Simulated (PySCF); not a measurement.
Consider C8H12O2 (SMILES C=C(C#CC)COCOC).

```xyz
22

C    -0.3765   -1.0612   -1.9208
C    -0.7385   -0.5550   -0.7461
C    -2.0855   -0.2311   -0.4443
C    -3.2234    0.0449   -0.1698
C    -4.5958    0.3677    0.1470
C     0.2287   -0.2781    0.3755
O     1.5407   -0.6734    0.0199
C     2.4792   -0.4394    1.0188
O     2.7071    0.9106    1.2830
C     3.3037    1.6018    0.2045
H     0.6520   -1.3026   -2.1180
H    -1.0984   -1.2448   -2.6981
H    -5.0378   -0.4329    0.7406
H    -4.6394    1.2950    0.7182
H    -5.1735    0.4880   -0.7692
H    -0.0913   -0.8246    1.2786
H     0.2073    0.7951    0.6195
H     3.3992   -0.9356    0.6726
H     2.1559   -0.8703    1.9794
H     4.2954    1.1910   -0.0164
H     3.3954    2.6384    0.5199
H     2.6851    1.5407   -0.6955
```

Geometry: GFN2-xTB.

Level of theory: PySCF, PBE0/pcSseg-1, SCF density, gas phase, non-relativistic.

Question: Predict the electron density and electron localisation function between the atoms.

Answer: C–C (1.20 Å): ρ is about 2.7 e/Å³ halfway; the ELF peaks at about 0.85 between the atoms: a multiple bond.
C–O (1.39 Å): the density is about 2.2 e/Å³ at the midpoint, with its minimum of 1.9 e/Å³ about 0.5 Å from C; the ELF peaks at about 0.90 between the atoms: a shared but strongly polarised pair.
C–H (1.07 Å): ρ at the midpoint is about 2.1 e/Å³; the ELF climbs to about 1 towards the hydrogen, as it does in any bond to H; a covalent bond by its length.
C–C (1.33 Å): ρ at the midpoint is about 2.3 e/Å³; the ELF peaks at about 0.90 between the atoms; a multiple bond.

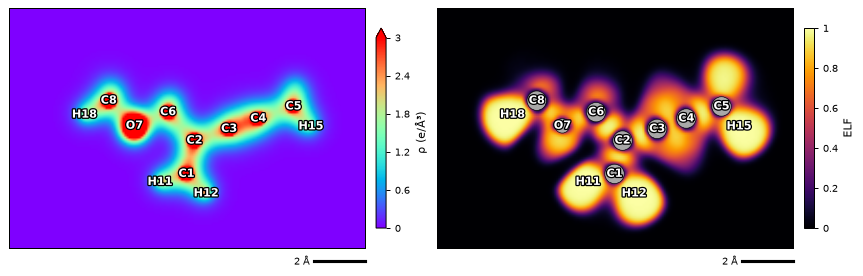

Computed electron density and electron localisation function on the plane of atoms C6, O7 and C8, in this order. Grey discs cover the atomic cores in the ELF map. 
